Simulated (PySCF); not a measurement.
## Electronic structure of C2H9B2NS in real space

Input

```
{"job": {"kind": "uv", "xc": "PBE0", "basis": "def2-SVPD", "nstates": 6, "ntriplets": 2}, "charge": 0, "multiplicity": 1}
B     -1.441441     1.243768    -0.079892
C     -0.994832    -0.201784    -0.461321
B     -0.072605    -0.759191     0.724971
N     -0.630860    -1.525647     1.740547
S      1.710916    -0.450645     0.846970
C      2.093582     0.573000    -0.614172
H     -0.866537     2.183992    -0.478334
H     -2.342267     1.400815     0.651517
H     -1.848644    -0.875920    -0.536019
H     -0.451038    -0.240776    -1.404689
H     -0.095069    -1.895512     2.507560
H     -1.609500    -1.746990     1.799867
H      2.001169    -0.027928    -1.514144
H      3.119438     0.906825    -0.498262
H      1.423272     1.423982    -0.648961
```

Launched as:

```sh
OMP_NUM_THREADS=1 python probes_run.py task.json out
```

Geometry: GFN2-xTB.

Level of theory: PBE0/def2-SVPD, SCF density, gas phase in PySCF 2.14.0.

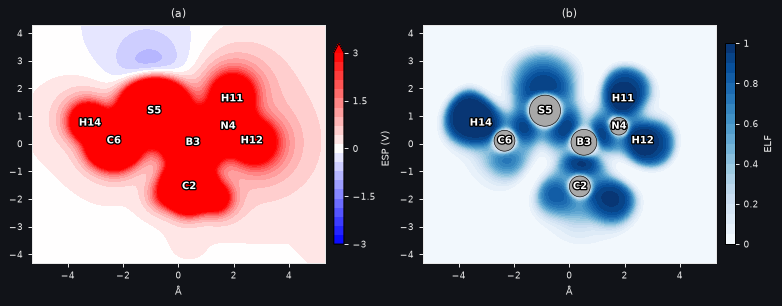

Figure 1. (a) molecular electrostatic potential; (b) electron localisation function on the plane of atoms C2, B3 and N4. Grey discs cover the atomic cores in the ELF map.

Q: Interpret the plot.

A:
- The plane passes through C, B, N, S and H nuclei.
- B–N (1.39 Å): the ELF peaks at about 0.95 between the atoms; a short, strongly polar bond.
- B–S (1.81 Å): the ELF peaks at about 0.95 between the atoms; a covalent bond.
- C–S (1.82 Å): the ELF peaks at about 0.95 between the atoms: localised, covalent bonding.
- N–H (1.01 Å): the ELF climbs to about 1 towards the hydrogen, as it does in any bond to H: a covalent bond by its length.
- C–B (1.60 Å): the ELF peaks at about 0.95 between the atoms; a covalent bond.
- The ELF also peaks beside S5, away from the bonds: lone-pair regions.
- Outside the dense part of the molecule the potential is most negative (−0.8 V) near S5.

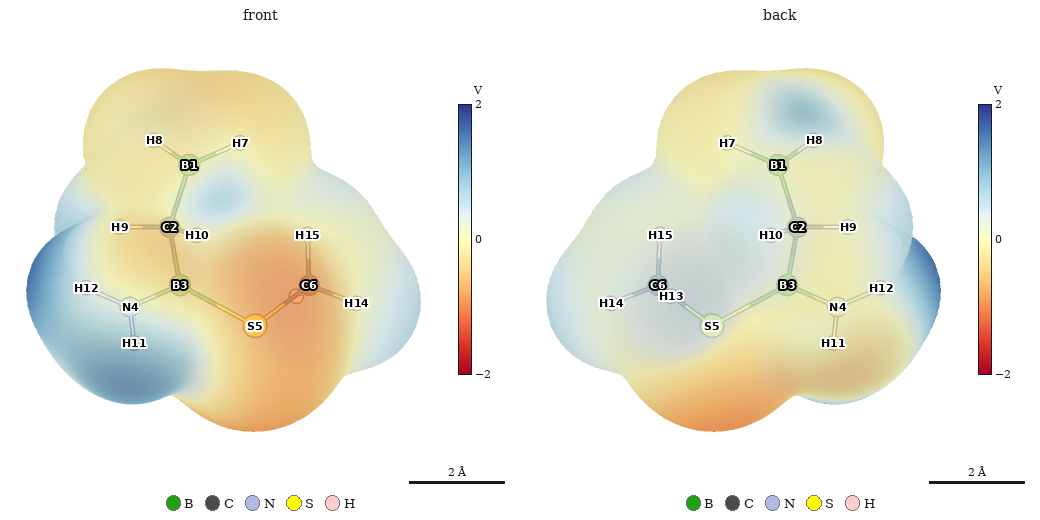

Figure 2. The electrostatic potential painted on the density surface at 0.001 e/bohr³, seen from the front and from behind; red is negative and blue positive.

Q: Which sites attract a positive test charge, and which a negative one?

A: A positive charge is drawn to the negative regions and a negative charge to the positive ones. The most negative region (about −0.9 V, or −21 kcal/mol for a unit charge) lies over S5, the most positive (about +1.5 V, or +35 kcal/mol for a unit charge) over H12.

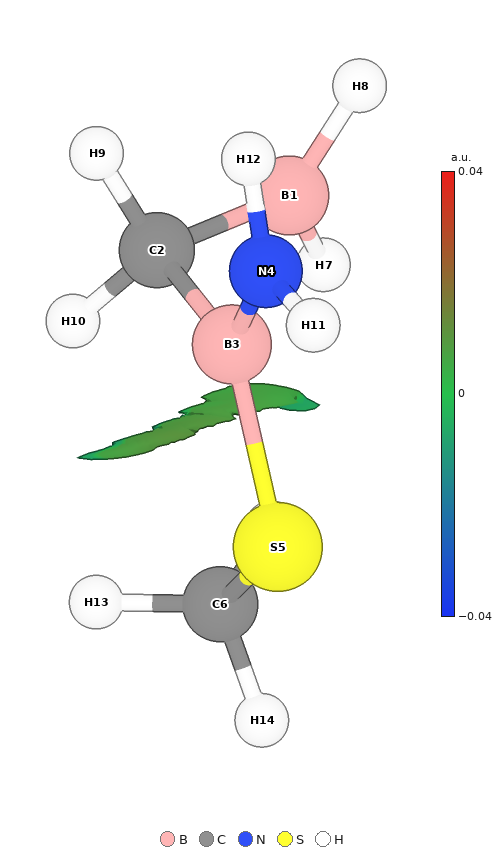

Figure 3. Non-covalent interaction (NCI) plot: the surface where the reduced density gradient is 0.5, for densities under 0.05 a.u., coloured by sign(λ₂)ρ; seen at an oblique angle.

Q: Which non-covalent interactions does the plot reveal?

A: Between H10 and C2 on one side and C6 and H13 on the other: a weak contact, attractive (blue-green) on one side and crowded (olive to red) on the other.
